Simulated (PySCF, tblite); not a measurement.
# C5H10FOPSi: geometry, infrared bands and NMR shifts

Wanted: the infrared bands and NMR shifts of C5H10FOPSi (`CC(=O)P1C[C@H](F)[C@H]1[SiH3]`), by calculation.

Programs: tblite 0.8.0 and PySCF 2.14.0, with density-fitted response routines of our own. Each step states its level of theory. These are calculated values for one molecule in the gas phase, unless marked as measured. Atoms are numbered from 0 throughout.

## 1. The starting structure

19 atoms, charge 0, multiplicity 1; geometry from: force field or distance geometry start.

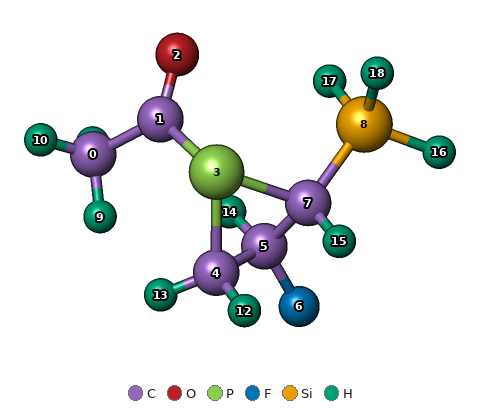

The starting geometry (carbon purple, oxygen red, phosphorus green, fluorine blue, silicon amber, hydrogen teal), atoms numbered.

## 2. Optimising the geometry with GFN2-xTB

The job: settings as JSON, then the geometry in Å.

```
{"job": {"kind": "relax", "xc": "GFN2-xTB", "basis": "xTB"}, "charge": 0, "multiplicity": 1}
C      2.573500     0.641400    -0.232100
C      1.200300     1.276300    -0.393900
O      0.977200     2.350100     0.165800
P     -0.122700     0.460000    -1.386200
C      0.107300    -1.401200    -1.168600
C     -0.351700    -1.182700     0.258800
F     -0.734600    -2.382000     0.797400
C     -1.433100    -0.321900    -0.303900
Si    -2.223700     0.889700     0.827800
H      2.449500    -0.448300    -0.485600
H      3.300800     1.047100    -0.936800
H      2.923300     0.676000     0.800500
H     -0.585300    -1.996400    -1.797800
H      1.131500    -1.753000    -1.328600
H      0.445400    -0.634500     0.816700
H     -2.166900    -0.934400    -0.890000
H     -3.357000     0.235100     1.519700
H     -1.313100     1.534800     1.756400
H     -2.830400     1.952900    -0.012200
```

Launch:

```console
> OMP_NUM_THREADS=1 python probes_run.py task.json out
```

This one command runs all jobs of the session in turn.

**Question.** This job is followed by: GFN2-xTB harmonic vibrations, gas phase; GIAO PBE0/pcSseg-1 NMR shielding, non-relativistic, gas phase. What will the session give for the following? strongest single infrared mode (GFN2-xTB); zero-point energy (GFN2-xTB); 13C shifts against TMS (PBE0/pcSseg-1); 1H shifts against TMS (PBE0/pcSseg-1, means over atoms taken as alike); 17O shifts against H2O (PBE0/pcSseg-1); 31P shifts against H3PO4 (PBE0/pcSseg-1); 19F shifts against CFCl3 (PBE0/pcSseg-1); 29Si shifts against TMS (PBE0/pcSseg-1).

**Answer**, as computed:

```
                                                              quantity                                   value
                             strongest single infrared mode (GFN2-xTB)                   2192 cm⁻¹, 389 km/mol
                                          zero-point energy (GFN2-xTB)                           84.6 kcal/mol
                                13C shifts against TMS (PBE0/pcSseg-1)       237.8, 94.4, 39.3, 33.0, 30.1 ppm
1H shifts against TMS (PBE0/pcSseg-1, means over atoms taken as alike)  5.01, 4.27, 2.87, 2.58, 2.45, 2.39 ppm
                                17O shifts against H2O (PBE0/pcSseg-1)                               715.1 ppm
                              31P shifts against H3PO4 (PBE0/pcSseg-1)                               -48.7 ppm
                              19F shifts against CFCl3 (PBE0/pcSseg-1)                              -140.2 ppm
                               29Si shifts against TMS (PBE0/pcSseg-1)                               -67.0 ppm
```

In words: Relaxing lowered the energy by 1.554 eV in 124 steps; the close pair that moved most is C7–Si8, from 1.837 to 1.919 Å. No mode is imaginary among the 51: a minimum at this level. The strongest single mode, at 2192 cm⁻¹, moves mainly H16. Unscaled tight-binding wavenumbers are off by several per cent, some by more. Its intensities can rank the bands wrongly. The most deshielded hydrogen is H14 (hydrogen on an sp3 CH bonded to F), at 5.01 ppm: its carbon carries F, which withdraws density. At PBE0/pcSseg-1: The largest span, 1340 ppm, is at O2, where the paramagnetic term is -783 ppm.
